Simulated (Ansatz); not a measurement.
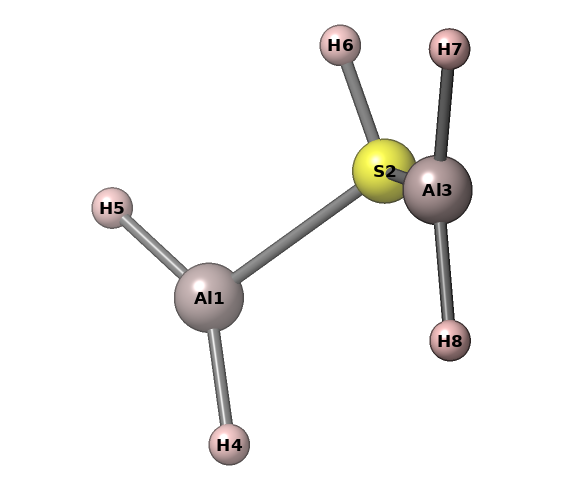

S2 lies behind Al3. The molecule seen a little off the Al3–S2 bond, Al3 in front. Distant atoms are faded towards the background colour. The species has charge +1 and is a spin singlet. The geometry was computed by an optimisation with PBE0-D4/def2-TZVP. No frequency run is at hand to confirm it as a minimum.

> What is the torsion angle H7–Al3–S2–Al1? The sign is positive where the front bond must turn clockwise to cover the back bond.

−131°, anticlinal.
